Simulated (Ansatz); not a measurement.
# How fast states decay through K4LiI5, part 2 of 3

Aim: relax a made-up compound, K4LiI5, and see how good a tunnel barrier it would be. It is built by putting Li for Na, I for Cl in the K4NaCl5 structure of space group Immm, with the volume rescaled by atomic radii. The parent structure comes from the Materials Project.

Ansatz 0.2.0; PBE DFT, plane waves, PAW files (the session's first sound run).

So far. Step 2 (Relaxing the new crystal): The largest force component on a free atom ends at 0.0023 eV/Å.

The structure was built from a prototype and need not be the compound's stable phase.

**3. The bulk crystal and its band edges**

The energy window and the wavevectors of the next steps follow from the band edges, so these are searched first, off the mesh as well.

input.yaml reads:

```yaml
crystal:
  lattice:
    - [-2.411271891, 3.5323245694, 12.4395648133]
    - [2.411271891, -3.5323245694, 12.4395648133]
    - [2.411271891, 3.5323245694, -12.4395648133]
  atoms:
    - { symbol: K, position: [0.5984496104, 0.5984496104, 0.0] }
    - { symbol: K, position: [0.1919888256, 0.1919888256, 0.0] }
    - { symbol: K, position: [0.8080111744, 0.8080111744, 0.0] }
    - { symbol: K, position: [0.4015503896, 0.4015503896, 0.0] }
    - { symbol: Li, position: [0.0, 0.0, 0.0] }
    - { symbol: I, position: [0.2971467565, 0.7971467565, 0.5] }
    - { symbol: I, position: [0.9167735434, 0.4167735434, 0.5] }
    - { symbol: I, position: [0.5, 0.0, 0.5] }
    - { symbol: I, position: [0.0832264566, 0.5832264566, 0.5] }
    - { symbol: I, position: [0.7028532435, 0.2028532435, 0.5] }
kpoints:
  mp_grid: { grid: [6, 6, 6] }
  band_path: { path: [VBM, CBM], npoints: 30 }
scf:
  occupations: { method: fixed }
hamiltonian:
  xc: pbe
output:
  eigenvalues: true
  write_potential: true
  write_density: true
  volumetric_format: npy
  elf: true
```

Run with:

```console
> ansatz run input.yaml --threads 2 --pin off --max-ram 4096MiB --backend cpu --events-out ev --progress --plain --runs-dir out
```

Numbers of over 12 decimals in the logs are rounded to 6 here.

Output:

```text
[...]
Crystal: 10 atoms, lattice volume = 423.811 Å³
Basis set: ecut = 420 eV, 8247 PW (Γ), FFT grids on a1−a2, a2, a2+a3
Bands: 75, of which v1, the nominal top of the filled ones, is band 62 counted from 1 (61 counted from 0)
Symmetry: 8 space group operations
[...]
k-points: 46 of 216
[...]
SCF iter   1: F=—  HF=-43934.459163 eV  |F-HF|=—  |Δ(HF+E_count)|=         —  Δρ=4.39e-4  dr2=3.41e-3  ethr=1.77e-3  ⟨swp⟩=6.2  Hψ=12068  notcnv=0  defer=463
[...]
SCF iter   6: F=-43934.456717 eV  HF=-43934.456717 eV  |F-HF|=1.10e-8  |Δ(HF+E_count)|=   2.98e-7  Δρ=3.45e-6  dr2=4.54e-8  ethr=8.06e-11  ⟨swp⟩=21.0  Hψ=23489  notcnv=0
SCF 1 converged in 6 iterations: F = -43934.456717 eV  dr2 = 4.54e-8
[...]
NSCF: frozen V_eff on 46 k-points
[...]
SCF converged after 6 iterations
Free energy (F): -43934.456717 eV
[...]
Internal energy: -43934.456717 eV  (E = F + TS)
E sigma→0 (E₀):  -43934.456717 eV
Fermi energy:    2.311508 eV
[...]
--- Band table (eV; the first three rows and the last of 46) ---
  k-point 0: bands = [... 58 lower, 2.0583, 2.1996, 2.2976, 2.3115, 5.9740, 7.3719, 7.4333, 7.5933, ... 9 higher]
  k-point 1: bands = [... 58 lower, 1.9187, 2.0064, 2.1423, 2.2325, 6.6045, 7.5402, 7.7025, 7.9687, ... 9 higher]
  k-point 2: bands = [... 58 lower, 1.8859, 1.9148, 2.0618, 2.1281, 7.3202, 7.6915, 7.9604, 7.9842, ... 9 higher]
  k-point 45: bands = [... 58 lower, 1.9989, 2.1316, 2.2703, 2.2908, 6.5231, 6.5900, 7.2111, 7.7107, ... 9 higher]
```

It took 35 s on 2 threads of AMD EPYC 9R45, shared host; peak memory 1.6 GiB; 70 s of CPU time.

The column dr2 measures how far the density is from self-consistency, as an energy; F and HF (Harris–Foulkes) agree once it is small.

This step gave:

| Item | Value |
| --- | --- |
| Fermi energy | 2.312 eV |
| gap on the k-mesh | 3.663 eV |
| gap on path | 3.663 eV, by band count; negative where bands overlap |
| direct gap on path | 3.663 eV |
| edge places on path | 0, 0 1/A along the path |

Levels at VBM (eV): -1.36, -1.29, -1.10, -1.07, -0.95, -0.65, -0.64, -0.57, -0.44, -0.43, -0.32, -0.25, -0.11, -0.01, 0.00, 3.66, 5.06, 5.12, 5.28, 5.80, 5.91, 5.95, 6.08, 6.09, 6.55, 6.69, 6.71, 6.92.

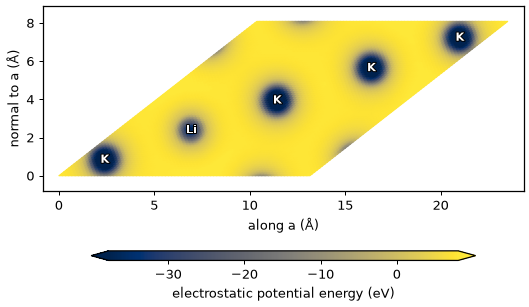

Electrostatic potential energy in the ab plane of the cell as run, not the conventional one, at fractional z = 0.000, with atoms of K and Li within 0.2 Å of it. With pseudopotentials it is smooth inside the atoms' cores, unlike the true potential. The map starts off the cell's origin, so that atoms lie inside it.

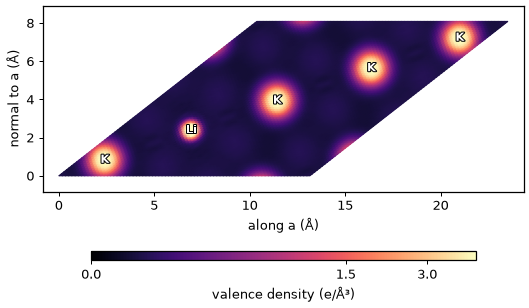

Valence density in the ab plane of the cell as run, not the conventional one, at fractional z = 0.000, with atoms of K and Li within 0.2 Å of it. It is the smooth field of the valence electrons, not physical close to the nuclei. The map starts off the cell's origin, so that atoms lie inside it. The colour scale is stretched toward low values.

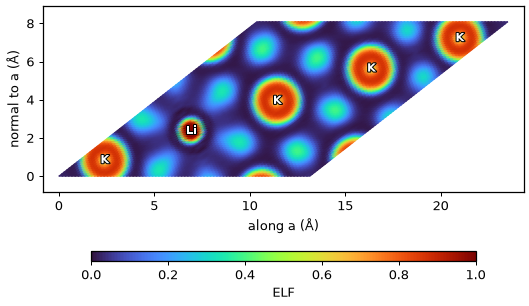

ELF in the ab plane of the cell as run, not the conventional one, at fractional z = 0.000, with atoms of K and Li within 0.2 Å of it. It is the smooth field of the valence electrons, not physical close to the nuclei. The map starts off the cell's origin, so that atoms lie inside it.

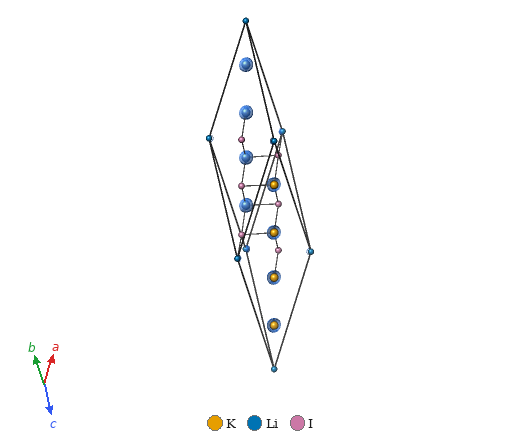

Surface of ELF = 0.85. Drawn on the cell as run, not the conventional one. Bonds to atoms that aren't drawn are left out.

The searched edges give 3.66 eV, as on the mesh.

**4. Decaying states in the gap**

This step: PBE DFT, plane waves, PAW files; complex bands by layer matching along the plane's normal (Ansatz 0.2.0).

The same crystal is laid in a cell whose first two vectors span the (001) plane (indices of the standard conventional cell, whose axes can be ordered otherwise than in the bulk input). At fixed energy and wavevector in the plane the solver finds all kz, real and complex. A few wavevectors are listed, (0, 0) and (0.5, 0) in units of the plane's reciprocal vectors; the slowest state needn't be among them.

input.yaml reads:

```yaml
crystal:
  lattice:
    - [4.822543782, 0.0, 0.0]
    - [0.0, 7.064649139, 0.0]
    - [2.411271891, 3.532324569, 12.439564813]
  atoms:
    - { symbol: K, position: [0.4015503896, 0.4015503896, 0.1968992208] }
    - { symbol: K, position: [0.8080111744, 0.8080111744, 0.3839776512] }
    - { symbol: K, position: [0.1919888256, 0.1919888256, 0.6160223488] }
    - { symbol: K, position: [0.5984496104, 0.5984496104, 0.8031007792] }
    - { symbol: Li, position: [0.0, 0.0, 0.0] }
    - { symbol: I, position: [0.2028532435, 0.7028532435, 0.594293513] }
    - { symbol: I, position: [0.5832264566, 0.0832264566, 0.8335470868] }
    - { symbol: I, position: [0.0, 0.5, 0.0] }
    - { symbol: I, position: [0.4167735434, 0.9167735434, 0.1664529132] }
    - { symbol: I, position: [0.7971467565, 0.2971467565, 0.405706487] }
kpoints:
  mp_grid: { grid: [6, 6, 6] }
scf:
  occupations: { method: fixed }
hamiltonian:
  xc: pbe
output:
  eigenvalues: true
  transmission:
    leads: [[0, 0]]
    kpoints: [[0.0, 0.0], [0.5, 0.0]]
    e_range: [-1.0, 4.66]
    de: 0.14
```

Output:

```text
[...]
Crystal: 10 atoms, lattice volume = 423.811 Å³
Basis set: ecut = 420 eV, 8247 PW (Γ)
Bands: 75, of which v1, the nominal top of the filled ones, is band 62 counted from 1 (61 counted from 0)
Symmetry: 8 space group operations
[...]
k-points: 46 of 216
[...]
SCF iter   1: F=—  HF=-43934.459111 eV  |F-HF|=—  |Δ(HF+E_count)|=         —  Δρ=4.35e-4  dr2=3.40e-3  ethr=1.77e-3  ⟨swp⟩=6.1  Hψ=11979  notcnv=0  defer=467
[...]
SCF iter   6: F=-43934.456701 eV  HF=-43934.456701 eV  |F-HF|=8.24e-9  |Δ(HF+E_count)|=   3.00e-7  Δρ=3.53e-6  dr2=4.78e-8  ethr=8.06e-11  ⟨swp⟩=21.1  Hψ=23534  notcnv=0
SCF 1 converged in 6 iterations: F = -43934.456701 eV  dr2 = 4.78e-8
[...]
transmission: 18 of 36 steps passed
transmission: 36 of 36 steps passed
SCF converged after 6 iterations
Free energy (F): -43934.456701 eV
[...]
Internal energy: -43934.456701 eV  (E = F + TS)
E sigma→0 (E₀):  -43934.456701 eV
Fermi energy:    2.311495 eV
[...]
--- Band table (eV; the first three rows and the last of 46) ---
  k-point 0: bands = [... 58 lower, 2.0583, 2.1996, 2.2976, 2.3115, 5.9740, 7.3718, 7.4333, 7.5933, ... 9 higher]
  k-point 1: bands = [... 58 lower, 2.0808, 2.1459, 2.2919, 2.3068, 6.0523, 7.1593, 7.4511, 7.6233, ... 9 higher]
  k-point 2: bands = [... 58 lower, 2.0143, 2.1153, 2.2785, 2.2966, 6.2632, 6.8727, 7.2783, 7.7500, ... 9 higher]
  k-point 45: bands = [... 58 lower, 1.8211, 1.9379, 2.0451, 2.1500, 7.3351, 7.6947, 7.9353, 8.0436, ... 9 higher]
--- Transmission ---
  basis      : 295 plane waves across, 18 finite elements along
  points     : 2, as listed
  energies   : 41 from -1.000000 to 4.600000 eV about the Fermi level, 0.140000 eV apart; the leads are filled to 1.831244 eV, and channels, transmission and decay are at 1.800000 eV
  crystal 0  : K4I5Li1, at the sites [0, 0], period 12.4396 Å: whole cells are its period
    offset         : up to 0.0000 Å between an atom of the period and one for which it stands
    channels       : 0.000000e0 a spin
    conductance    : none, the energies end too early or step too widely for 300 K: set another output.transmission.e_range or a lower de, or, where they end at an eighth of basis.ecutwfc, a higher one
    slowest decay  : 0.2869 /Å at (0.0000, 0.0000)
```

The job ended after 50 s (2 threads; peak memory 1.5 GiB; 84 s of CPU time).

This step gave:

| Item | Value |
| --- | --- |
| Fermi energy | 2.311 eV |
| gap on the k-mesh | 3.662 eV |
| level to which the leads are filled | 1.831 eV from the Fermi level |
| decay constant at the filling level, zone centre | 0.2869 Å⁻¹ |
| decay constant at the filling level, slowest listed point | 0.2869 Å⁻¹ |

K parallel (0, 0); values up to 1.449 1/Å, a degenerate pair printed once or twice; energies at which all values exceed this have no row. The Im kz of the slowest decaying states by energy, zero at the highest filled level on the SCF mesh:

| energy (eV) | decay 1 (Å⁻¹) | decay 2 (Å⁻¹) | decay 3 (Å⁻¹) | decay 4 (Å⁻¹) |
| --- | --- | --- | --- | --- |
| -1.000 | 0.0376 | 0.0603 | 0.580 | 0.593 |
| -0.440 | 0.0357 | 0.0507 | 0.101 | 0.130 |
| -0.020 | 0.104 | 0.259 | 0.511 | 0.938 |
| 0.540 | 0.236 | 0.329 | 0.556 | 0.699 |
| 0.960 | 0.271 | 0.354 | 0.611 | 0.674 |
| 1.520 | 0.288 | 0.367 | 0.646 | 0.694 |
| 1.940 | 0.285 | 0.367 | 0.656 | 0.728 |
| 2.500 | 0.261 | 0.356 | 0.657 | 0.707 |
| 3.060 | 0.207 | 0.333 | 0.646 | 0.648 |
| 3.480 | 0.123 | 0.306 | 0.583 | 0.631 |
| 4.040 | 0.256 | 0.479 | 0.593 | 0.599 |
| 4.460 | 0.195 | 0.383 | 0.532 | 0.546 |

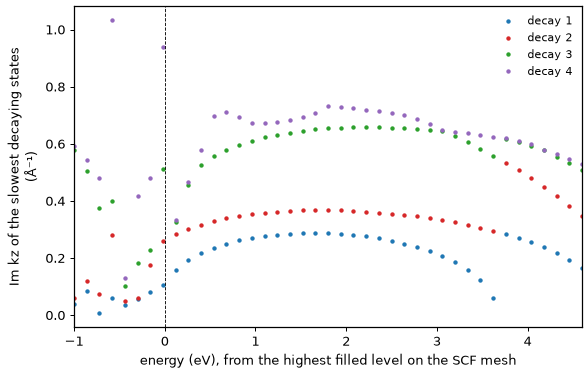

Im kz of the slowest decaying states against energy.

K parallel (0.5, 0); values up to 1.449 1/Å, a degenerate pair printed once or twice; energies at which all values exceed this have no row. Table of Im kz of the slowest decaying states by energy, zero at the highest filled level on the SCF mesh:

| energy (eV) | decay 1 (Å⁻¹) | decay 2 (Å⁻¹) | decay 3 (Å⁻¹) | decay 4 (Å⁻¹) |
| --- | --- | --- | --- | --- |
| -1.000 | 0.313 | 0.530 | - | - |
| -0.440 | 0.257 | 0.260 | 0.292 | 1.43 |
| -0.020 | 0.363 | 0.428 | 0.509 | 1.41 |
| 0.540 | 0.460 | 0.491 | 0.590 | 1.38 |
| 0.960 | 0.489 | 0.511 | 0.608 | 1.36 |
| 1.520 | 0.504 | 0.519 | 0.605 | 1.32 |
| 1.940 | 0.504 | 0.515 | 0.590 | 1.29 |
| 2.500 | 0.495 | 0.498 | 0.556 | 1.25 |
| 3.060 | 0.469 | 0.476 | 0.506 | 1.20 |
| 3.480 | 0.437 | 0.456 | 0.457 | 1.16 |
| 4.040 | 0.369 | 0.380 | 0.420 | 1.11 |
| 4.460 | 0.273 | 0.318 | 0.385 | 1.06 |

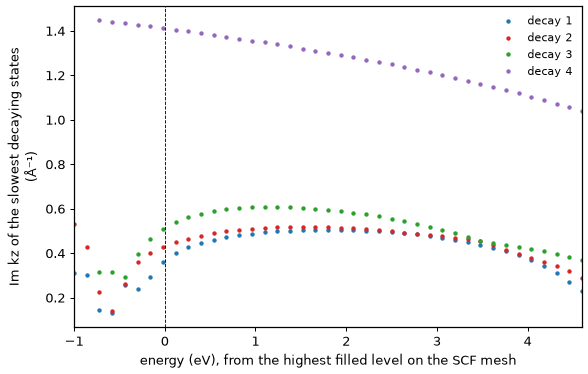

Im kz of the slowest decaying states, plotted against energy.

At the listed wavevectors the last open channel is at -0.02 eV and the next at +3.76 eV on the grid. At +1.80 eV, the grid energy nearest the filling level (the middle of the gap on the SCF mesh), the slowest state at the listed wavevectors decays with κ = 0.287 Å⁻¹, its amplitude falling by e over 3.5 Å. Through 1 nm of this crystal that state's transmission falls by exp(−2 × 0.287 Å⁻¹ × 10 Å) = 0.0032.

**5. Decay over the two-dimensional zone**

The listed points could miss the slowest state, so one energy near mid-gap is solved on a mesh of 8×6.

Edit input.yaml of step 4 so:

```diff
@@ -24,6 +24,2 @@
   eigenvalues: true
-  transmission:
-    leads: [[0, 0]]
-    kpoints: [[0.0, 0.0], [0.5, 0.0]]
-    e_range: [-1.0, 4.66]
-    de: 0.14
+  transmission: { leads: [[0, 0]], kmesh: [8, 6], e_range: [1.83, 1.84], de: 0.05 }
```

Output:

```text
[...]
Crystal: 10 atoms, lattice volume = 423.811 Å³
Basis set: ecut = 420 eV, 8247 PW (Γ)
Bands: 75, of which v1, the nominal top of the filled ones, is band 62 counted from 1 (61 counted from 0)
Symmetry: 8 space group operations
[...]
k-points: 46 of 216
[...]
SCF iter   1: F=—  HF=-43934.459111 eV  |F-HF|=—  |Δ(HF+E_count)|=         —  Δρ=4.35e-4  dr2=3.40e-3  ethr=1.77e-3  ⟨swp⟩=6.1  Hψ=11979  notcnv=0  defer=467
[...]
SCF iter   6: F=-43934.456701 eV  HF=-43934.456701 eV  |F-HF|=8.24e-9  |Δ(HF+E_count)|=   3.00e-7  Δρ=3.53e-6  dr2=4.78e-8  ethr=8.06e-11  ⟨swp⟩=21.1  Hψ=23534  notcnv=0
SCF 1 converged in 6 iterations: F = -43934.456701 eV  dr2 = 4.78e-8
[...]
transmission: 64 of 320 steps passed
transmission: 128 of 320 steps passed
[...]
transmission: 320 of 320 steps passed
SCF converged after 6 iterations
Free energy (F): -43934.456701 eV
[...]
Internal energy: -43934.456701 eV  (E = F + TS)
E sigma→0 (E₀):  -43934.456701 eV
Fermi energy:    2.311495 eV
[...]
--- Band table (eV; the first three rows and the last of 46) ---
  k-point 0: bands = [... 58 lower, 2.0583, 2.1996, 2.2976, 2.3115, 5.9740, 7.3718, 7.4333, 7.5933, ... 9 higher]
  k-point 1: bands = [... 58 lower, 2.0808, 2.1459, 2.2919, 2.3068, 6.0523, 7.1593, 7.4511, 7.6233, ... 9 higher]
  k-point 2: bands = [... 58 lower, 2.0143, 2.1153, 2.2785, 2.2966, 6.2632, 6.8727, 7.2783, 7.7500, ... 9 higher]
  k-point 45: bands = [... 58 lower, 1.8211, 1.9379, 2.0451, 2.1500, 7.3351, 7.6947, 7.9353, 8.0436, ... 9 higher]
--- Transmission ---
  basis      : 295 plane waves across, 16 finite elements along
  points     : 20, standing for a mesh of 8 x 6
  energies   : 1 from 1.830000 to 1.830000 eV about the Fermi level; the leads are filled to 1.831244 eV, and channels, transmission and decay are at 1.830000 eV
  crystal 0  : K4I5Li1, at the sites [0, 0], period 12.4396 Å: whole cells are its period
[...]
channels       : 0.000000e0 a spin
    conductance    : none, crystal 0 has no channel at the energies, or these end too early or step too widely for 300 K: set another output.transmission.e_range or a lower de, or, where they end at an eighth of basis.ecutwfc, a higher one
    slowest decay  : 0.2865 /Å at (0.0000, 0.0000)
```

The job ended after 54 s (2 threads; peak memory 2 GiB; 1.8 min of CPU time).

This step gave:

* least decay constant on the mesh: 0.2865 Å⁻¹

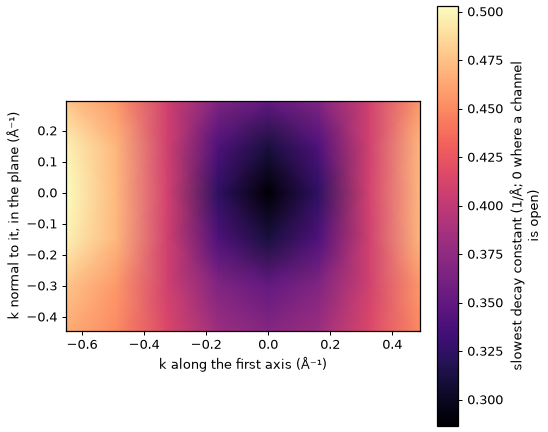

Slowest decay constant (1/Å; 0 where a channel is open) over k1 and k2. At 1.8300 eV from the Fermi level.

The least value on the mesh is 0.286 Å⁻¹ at +1.83 eV. At that energy the listed points give about 0.286 Å⁻¹ by interpolation, so the mesh holds no clearly slower state.

**6. Band edges at another level, cutoff 1170 eV**

This step: PBE DFT, plane waves, JTH PAW files (Ansatz 0.2.0).

The edges again with JTH files, at the same atoms. Against that run the cutoff is 1170 eV against 420.

input.yaml reads:

```yaml
crystal:
  lattice:
    - [-2.411271891, 3.5323245694, 12.4395648133]
    - [2.411271891, -3.5323245694, 12.4395648133]
    - [2.411271891, 3.5323245694, -12.4395648133]
  atoms:
    - { symbol: K, position: [0.5984496104, 0.5984496104, 0.0] }
    - { symbol: K, position: [0.1919888256, 0.1919888256, 0.0] }
    - { symbol: K, position: [0.8080111744, 0.8080111744, 0.0] }
    - { symbol: K, position: [0.4015503896, 0.4015503896, 0.0] }
    - { symbol: Li, position: [0.0, 0.0, 0.0] }
    - { symbol: I, position: [0.2971467565, 0.7971467565, 0.5] }
    - { symbol: I, position: [0.9167735434, 0.4167735434, 0.5] }
    - { symbol: I, position: [0.5, 0.0, 0.5] }
    - { symbol: I, position: [0.0832264566, 0.5832264566, 0.5] }
    - { symbol: I, position: [0.7028532435, 0.2028532435, 0.5] }
kpoints:
  mp_grid: { grid: [6, 6, 6] }
  band_path: { path: [VBM, CBM], npoints: 30 }
scf:
  occupations: { method: fixed }
hamiltonian:
  xc: pbe
  pseudopotentials: { kind: paw, source: jth }
output:
  eigenvalues: true
```

Output:

```text
Warning: <dir> the checks of this K dataset prove no rule for summing its radial tables, as where they were carried onto another mesh than they were made on, and Gregory's rule is taken, under which a leading mesh point left out moves its sums only by what lay on the interval it spanned. That does not make them correct, and they differ from Quantum ESPRESSO's on this file; a re-export a fraction of a mesh step off can move them. hamiltonian.pseudopotentials.radial_quadrature: simpson_from_first_knot sums it by `pw.x`'s rule; on a PAW file no value gives `pw.x`'s numbers. What more to know: hamiltonian.pseudopotentials.radial_quadrature, in the input reference
Warning: <dir> the checks of this Li dataset prove no rule for summing its radial tables, as where they were carried onto another mesh than they were made on, and Gregory's rule is taken, under which a leading mesh point left out moves its sums only by what lay on the interval it spanned. That does not make them correct, and they differ from Quantum ESPRESSO's on this file; a re-export a fraction of a mesh step off can move them. hamiltonian.pseudopotentials.radial_quadrature: simpson_from_first_knot sums it by `pw.x`'s rule; on a PAW file no value gives `pw.x`'s numbers. What more to know: hamiltonian.pseudopotentials.radial_quadrature, in the input reference
Warning: <dir> the checks of this I dataset prove no rule for summing its radial tables, as where they were carried onto another mesh than they were made on, and Gregory's rule is taken, under which a leading mesh point left out moves its sums only by what lay on the interval it spanned. That does not make them correct, and they differ from Quantum ESPRESSO's on this file; a re-export a fraction of a mesh step off can move them. hamiltonian.pseudopotentials.radial_quadrature: simpson_from_first_knot sums it by `pw.x`'s rule; on a PAW file no value gives `pw.x`'s numbers. What more to know: hamiltonian.pseudopotentials.radial_quadrature, in the input reference
[...]
Crystal: 10 atoms, lattice volume = 423.811 Å³
Basis set: ecut = 1170 eV, 38555 PW (Γ), FFT grids on a1+a3, a2+a3, a3
Bands: 47, of which v1, the nominal top of the filled ones, is band 37 counted from 1 (36 counted from 0)
Symmetry: 8 space group operations
[...]
k-points: 46 of 216
[...]
SCF iter   1: F=—  HF=-32148.258312 eV  |F-HF|=—  |Δ(HF+E_count)|=         —  Δρ=2.66e-2  dr2=6.90e0  ethr=3.10e-3  ⟨swp⟩=8.1  Hψ=10843  notcnv=0  defer=337
[...]
SCF iter   9: F=-32145.493793 eV  HF=-32145.493793 eV  |F-HF|=2.12e-8  |Δ(HF+E_count)|=   1.64e-7  Δρ=1.62e-6  dr2=1.88e-8  ethr=1.35e-10  ⟨swp⟩=24.4  Hψ=17663  notcnv=0
SCF 1 converged in 9 iterations: F = -32145.493793 eV  dr2 = 1.88e-8
[...]
SCF converged after 9 iterations
Free energy (F): -32145.493793 eV
[...]
Internal energy: -32145.493793 eV  (E = F + TS)
E sigma→0 (E₀):  -32145.493793 eV
Fermi energy:    1.361114 eV
[...]
--- Band table (eV; the first three rows and the last of 46) ---
  k-point 0: bands = [... 33 lower, 1.1099, 1.2485, 1.3473, 1.3611, 5.0197, 6.4150, 6.4761, 6.6397, ... 6 higher]
  k-point 1: bands = [... 33 lower, 0.9681, 1.0565, 1.1917, 1.2825, 5.6502, 6.5837, 6.7472, 7.0153, ... 6 higher]
  k-point 2: bands = [... 33 lower, 0.9363, 0.9651, 1.1119, 1.1784, 6.3630, 6.7348, 7.0066, 7.0299, ... 6 higher]
  k-point 45: bands = [... 33 lower, 1.0484, 1.1818, 1.3205, 1.3404, 5.5681, 5.6361, 6.2512, 6.7503, ... 6 higher]
```

The job ended after 1.9 min (2 threads; peak memory 3.3 GiB).

This step gave:

```yaml
free_energy: -32145.4938 eV
fermi_energy: 1.361 eV
gap_on_the_k_mesh: 3.659 eV
gap_on_path: 3.659 eV, by band count; negative where bands overlap
direct_gap_on_path: 3.659 eV
```

(Continued in part 3 of 3.)

[Logs are printed without paths, hosts, clocks, repeated set-up lines and the standing remarks that a program may print on its own settings, such as how far it seeks lower states.]

[Hosts, paths, dates, database ids (printed as entryN), source tags and the programs' standing remarks are cut or masked in the printed files.]
